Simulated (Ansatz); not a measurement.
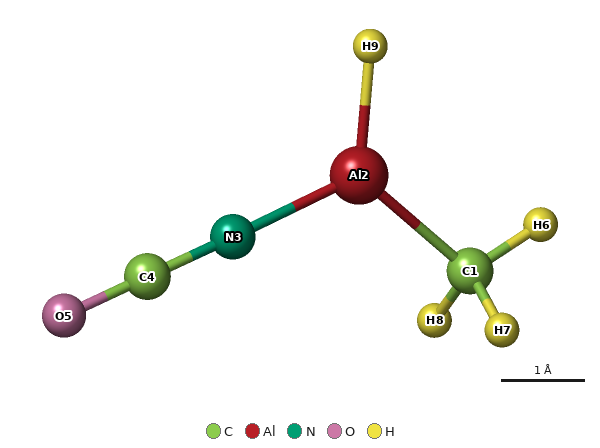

Figure 1. The input geometry of run 1 (ball-and-stick view, seen at a tilt; atoms are numbered from 1 in the order of the input). Sticks mark near contacts.

**Two runs on C2H4AlNO**

System: C2H4AlNO.
Method of run 1: RKS PBE-D4/def2-TZVPP (Ansatz 0.2.0).

The geometry comes from this level: PBE0-D4/def2-TZVP. Text and figures count atoms from 1; the logs count them from 0 in places.

The input, run 1:
```yaml
crystal:
  periodic: [false, false, false]
  atoms:
    - {symbol: C, position_ang: [-1.479795, -0.787162, 0.045391]}
    - {symbol: Al, position_ang: [0.119957, -0.030748, 0.835226]}
    - {symbol: N, position_ang: [1.322483, 0.697022, -0.251718]}
    - {symbol: C, position_ang: [2.142522, 1.192162, -0.965715]}
    - {symbol: O, position_ang: [2.941840, 1.675124, -1.665548]}
    - {symbol: H, position_ang: [-2.104258, -1.304890, 0.776994]}
    - {symbol: H, position_ang: [-2.087958, -0.002442, -0.416842]}
    - {symbol: H, position_ang: [-1.228129, -1.494406, -0.750743]}
    - {symbol: H, position_ang: [0.461938, 0.009040, 2.375856]}
basis:
  gaussian: {orbitals: def2-TZVPP}
hamiltonian: {xc: pbe, dispersion: d4}
output: {forces: true, orbitals: {seedname: orbitals}}
```

Hardware: 2 CPU threads, shared host.

Output (run 1):
```
Functional definition: PBE
  parameter kappa = 0.804
  parameter beta = 0.06672455060314922
  exchange = pbe_x(kappa = kappa, mu = beta*pi^2/3)
  correlation = pbe_c(beta = beta)
1171 factors; their error is unknown
mean field evaluation 1: about -12249.2497 eV, gradient 9.4e1 eV
mean field evaluation 2: about -12213.4889 eV, gradient 1.4e2 eV
mean field evaluation 4: about -12265.7985 eV, gradient 2.3e1 eV
mean field evaluation 8: about -12266.8826 eV, gradient 2.2e-1 eV
mean field evaluation 16: about -12266.8697 eV, gradient 3.3e-4 eV
mean field -12266.86968149 eV, -450.7991460118 hartree, gradient 4.3e-5 eV, S^2 0.000000; 0 other end points of the search recorded, 0 dependent functions left out
the calculation of the forces begins
reference -12266.86972687 eV, -450.7991476795 hartree; 22, 22 occupied and 200, 200 virtual orbitals, 1171 factors
Total energy: -12267.02303908 eV, -450.8047817993 hartree
Atom 0 at    -1.479795    -0.787162     0.045391 Å, force     0.048571     0.016436     0.039196 eV/Å
Atom 1 at     0.119957    -0.030748     0.835226 Å, force    -0.047736    -0.035108     0.094411 eV/Å
Atom 2 at     1.322483     0.697022    -0.251718 Å, force    -0.694520    -0.419105     0.605930 eV/Å
Atom 3 at     2.142522     1.192162    -0.965715 Å, force    -0.109883    -0.066458     0.099853 eV/Å
Atom 4 at     2.941840     1.675124    -1.665548 Å, force     0.969874     0.585644    -0.848706 eV/Å
Atom 5 at    -2.104258    -1.304890     0.776994 Å, force    -0.119964    -0.096992     0.134048 eV/Å
Atom 6 at    -2.087958    -0.002442    -0.416842 Å, force    -0.116822     0.142442    -0.090578 eV/Å
Atom 7 at    -1.228129    -1.494406    -0.750743 Å, force     0.041558    -0.131363    -0.152535 eV/Å
Atom 8 at     0.461938     0.009040     2.375856 Å, force     0.028923     0.004504     0.118382 eV/Å
Dipole moment:    -0.432070    -0.242397     0.184897 e Å
```

For run 2 the input was changed thus:
```diff
-hamiltonian: {xc: pbe, dispersion: d4}
+hamiltonian: {xc: {name: B3LYP}, dispersion: d4}
```

What does this change do to the results?

The total energies belong to different models, so their difference says nothing on which is more stable or more accurate. The largest force goes from 1.416 to 0.337 eV/Å. The HOMO goes from −6.76 to −7.86 eV. The LUMO goes from −2.05 to −1.51 eV. The dipole moment goes from 2.54 to 2.66 D.

Output (run 2):
```
Functional definition: B3LYP
  parameter a0 = 0.2
  parameter ax = 0.72
  parameter ac = 0.81
  exchange = (1 - a0 - ax)*slater_x + ax*b88_x + a0*exact_x
  correlation = (1 - ac)*vwn_rpa_c + ac*lyp_c
1195 factors; their error is unknown
mean field evaluation 1: about -12264.5294 eV, gradient 8.4e1 eV
mean field evaluation 2: about -12251.9265 eV, gradient 1.1e2 eV
mean field evaluation 4: about -12277.8230 eV, gradient 1.0e1 eV
mean field evaluation 8: about -12278.0330 eV, gradient 1.4e-1 eV
mean field evaluation 16: about -12278.0492 eV, gradient 3.8e-5 eV
mean field -12278.04923922 eV, -451.2099871807 hartree, gradient 3.8e-5 eV, S^2 0.000000; 0 other end points of the search recorded, 0 dependent functions left out
the calculation of the forces begins
reference -12278.04952575 eV, -451.2099977104 hartree; 22, 22 occupied and 200, 200 virtual orbitals, 1195 factors
Total energy: -12278.29624523 eV, -451.2190644842 hartree
Atom 0 at    -1.479795    -0.787162     0.045391 Å, force    -0.073139    -0.035306    -0.028466 eV/Å
Atom 1 at     0.119957    -0.030748     0.835226 Å, force     0.048253     0.010051     0.152527 eV/Å
Atom 2 at     1.322483     0.697022    -0.251718 Å, force    -0.068964    -0.040789     0.057730 eV/Å
Atom 3 at     2.142522     1.192162    -0.965715 Å, force    -0.123074    -0.074002     0.107173 eV/Å
Atom 4 at     2.941840     1.675124    -1.665548 Å, force     0.231445     0.139440    -0.201944 eV/Å
Atom 5 at    -2.104258    -1.304890     0.776994 Å, force     0.018054     0.019458    -0.043587 eV/Å
Atom 6 at    -2.087958    -0.002442    -0.416842 Å, force     0.016322    -0.039443     0.016432 eV/Å
Atom 7 at    -1.228129    -1.494406    -0.750743 Å, force    -0.021720     0.026320     0.032767 eV/Å
Atom 8 at     0.461938     0.009040     2.375856 Å, force    -0.027176    -0.005728    -0.092632 eV/Å
Dipole moment:    -0.444976    -0.251874     0.210491 e Å
```

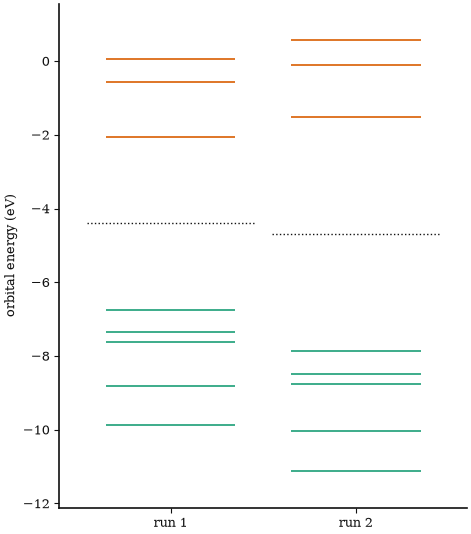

Figure 2. The five highest filled and three lowest empty orbital energies of the two runs; the dotted lines part filled from empty levels. The HOMO–LUMO gap is 4.71 eV in run 1 and 6.35 eV in run 2.

The two runs side by side:

```tsv
quantity	run 1	run 2
outcome	converged	converged
total energy (hartree)	−450.804782	−451.219064
HOMO (eV)	−6.76	−7.86
LUMO (eV)	−2.05	−1.51
dipole moment (D)	2.54	2.66
largest force (eV/Å)	1.416	0.337
basis functions	222	222
wall time (shared host)	1.7 s	3 s
```
